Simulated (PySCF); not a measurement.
# AlH2S2Cl (SMILES [SH][Al]([SH])[Cl]) at 5 levels

Aim: a comparison of 5 runs (HF/def2-SVP, PBE/6-31G, B3LYP/6-31G*, B3LYP/6-31G**) of AlH2S2Cl. Input form: a Python script.

Program for the calculation: PySCF 2.14.0.

## Step 1: The molecule

The species is AlH2S2Cl (6 atoms), meant as a singlet with charge 0. SMILES: `[SH][Al]([SH])[Cl]`. The shape is that of a PBE0-D4/def2-TZVP optimisation. This is one conformer, not always the lowest.

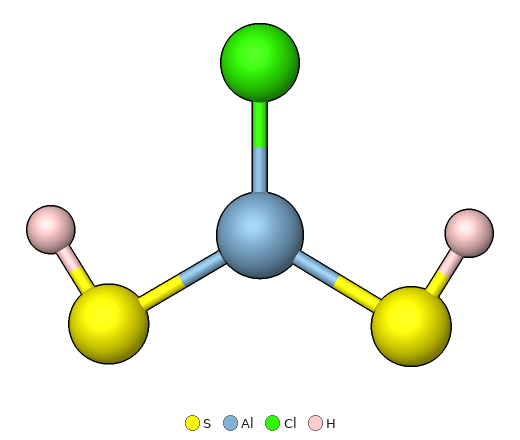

The structure, seen from a chosen angle (sulfur yellow, aluminium light blue, chlorine green, hydrogen pink).

## Step 2: Energy and forces at HF/def2-SVP (run 1)

The input, input.py:

```python
# [SH][Al]([SH])[Cl]
import pyscf.grad
from pyscf import gto, scf

mol = gto.M(
    atom=[
    ('S', (-0.405100, 1.744300, -1.208200)),
    ('Al', (0.006600, -0.011600, -0.008000)),
    ('S', (1.212500, 0.182200, 1.781300)),
    ('Cl', (-0.753100, -1.876800, -0.571500)),
    ('H', (-1.135100, 1.031200, -2.084300)),
    ('H', (1.116400, -1.133300, 2.044500)),
],
    charge=0,
    verbose=4,
    max_memory=1860,
    basis='def2-svp',
)

mf = scf.RHF(mol)
mf.conv_tol = 1e-10
mf.kernel()
if not mf.converged:
    mf = mf.newton().run(mf.mo_coeff, mf.mo_occ)

etot = mf.e_tot
print(f'total energy: {etot:.8f} hartree')
grad = mf.Gradients().kernel()
dip = mf.dip_moment()
pop, q = mf.mulliken_pop()
```

On the command line:

```bash
$ OMP_NUM_THREADS=1 python input.py
```

The log of the run:

```text
PySCF version 2.14.0

[... 60 lines left out ...]
converged SCF energy = -1497.3479816828
total energy: -1497.34798168 hartree
[... 12 lines left out ...]
Dipole moment(X, Y, Z, Debye): -0.38356, -0.94142, -0.28470
[... 89 lines left out ...]
charge of    5H =      0.09351
```

Wall time 15 s (1 thread of Intel Xeon at 2.50GHz (Skylake/Cascade Lake), shared host); peak memory 0.16 GiB.

## Step 3: Energy and gradient at PBE/6-31G (run 2)

The input, input.py:

```python
# [SH][Al]([SH])[Cl]
from pyscf import gto, dft

mol = gto.M(
    atom='''
S       -0.405100       1.744300      -1.208200
Al       0.006600      -0.011600      -0.008000
S        1.212500       0.182200       1.781300
Cl      -0.753100      -1.876800      -0.571500
H       -1.135100       1.031200      -2.084300
H        1.116400      -1.133300       2.044500
''',
    charge=0,
    max_memory=1860,
    basis='6-31g',
    verbose=4,
)

calc0 = dft.RKS(mol)
calc0.xc = 'pbe'
calc0.conv_tol = 1e-10
calc0.grids.level = 5
calc0.kernel()
if not calc0.converged:
    calc0 = calc0.newton().run(calc0.mo_coeff, calc0.mo_occ)

e_tot = calc0.e_tot
print('E(%s) = %.9f' % ('PBE', e_tot))
grad = calc0.nuc_grad_method().kernel()
dip = calc0.dip_moment()
pop, q = calc0.mulliken_pop()
```

On the command line:

```bash
$ OMP_NUM_THREADS=1 python input.py
```

The log of the run:

```text
PySCF version 2.14.0

[... 75 lines left out ...]
converged SCF energy = -1499.53077699768
[... 14 lines left out ...]
Dipole moment(X, Y, Z, Debye): -0.39745, -0.97572, -0.29503
[... 63 lines left out ...]
charge of    5H =      0.09334
```

Run time: 58 s. Hardware: 1 thread of Intel Xeon at 2.50GHz (Skylake/Cascade Lake), shared host; peak memory 0.57 GiB.

Runs 3 to 4 aren't shown in full; the table further down has their settings and results.

## Step 4: Energy and gradient at B3LYP/6-31G(d,p) (spherical functions) (run 5)

The input, input.py:

```python
# [SH][Al]([SH])[Cl]
from pyscf import gto, dft

mol = gto.M(
    atom='''
S     -0.765528     3.296249    -2.283167
Al     0.012472    -0.021921    -0.015118
S      2.291293     0.344308     3.366169
Cl    -1.423153    -3.546638    -1.079978
H     -2.145028     1.948686    -3.938756
H      2.109690    -2.141627     3.863545
''',
    charge=0,
    basis='6-31g**',
    max_memory=1860,
    unit='bohr',
    verbose=4,
)

ks = dft.RKS(mol, xc='b3lyp')
ks.grids.level = 5
ks.conv_tol = 1e-10
ks.kernel()
if not ks.converged:
    ks = ks.newton().run(ks.mo_coeff, ks.mo_occ)

energy = ks.e_tot
print('Final energy', energy)
grad = ks.nuc_grad_method().kernel()
ks.analyze()
```

On the command line:

```bash
$ OMP_NUM_THREADS=1 python input.py
```

The log of the run:

```text
PySCF version 2.14.0

[... 99 lines left out ...]
MO #2   energy= -88.8695286209558  occ= 2
[... 15 lines left out ...]
MO #18  energy= -2.75378699993573  occ= 2
[... 15 lines left out ...]
MO #34  energy= -0.0351766655531143 occ= 0
[... 15 lines left out ...]
MO #50  energy= 0.395638255345843  occ= 0
[... 15 lines left out ...]
MO #66  energy= 0.848173330387186  occ= 0
[... 15 lines left out ...]
MO #82  energy= 2.72391850220691   occ= 0
[... 91 lines left out ...]
Dipole moment(X, Y, Z, Debye): -0.30637, -0.75196, -0.22745
```

It took 95 s on 1 thread of Intel Xeon at 2.50GHz (Skylake/Cascade Lake), shared host; peak memory 0.8 GiB.

## Step 5: The series

| run | level | integration grid | Cartesian functions | energy (Eh) | dipole moment (D) | HOMO energy (eV) | LUMO energy (eV) | wall time |
| --- | --- | --- | --- | --- | --- | --- | --- | --- |
| 1 | HF/def2-SVP | – | no | -1497.347982 | 1.06 | -10.52 | 2.32 | 15 s |
| 2 | PBE/6-31G | 5 | no | -1499.530777 | 1.09 | -6.84 | -2.18 | 58 s |
| 3 | B3LYP/6-31G* (spherical functions) | 5 | no | -1500.362400 | 0.88 | -7.56 | -1.14 | 84 s |
| 4 | B3LYP/6-31G* (Cartesian functions) | 5 | yes | -1500.372823 | 0.89 | -7.56 | -1.14 | 78 s |
| 5 | B3LYP/6-31G** (spherical functions) | 5 | no | -1500.369477 | 0.84 | -7.57 | -1.14 | 95 s |

## Step 6: What came out

| quantity | value |
| --- | --- |
| run 5: total energy | -1500.36948 Eh |
| run 5: dipole moment | 0.84 D |
| run 5: HOMO energy | -7.57 eV |
| run 5: LUMO energy | -1.14 eV |
| run 5: HOMO–LUMO gap | 6.43 eV |
| run 5: largest force on an atom | 0.383 eV/Å |

**Reading.** The dipole moment (its size) runs from 0.84 D (B3LYP/6-31G**) to 1.09 D (PBE/6-31G). The two ends differ in method and basis. The HOMO–LUMO gap runs from 4.66 eV (PBE/6-31G) to 12.84 eV (HF/def2-SVP). Totals of different functionals can't be ranked against each other. All runs together took 5.5 min, the longest 95 s.
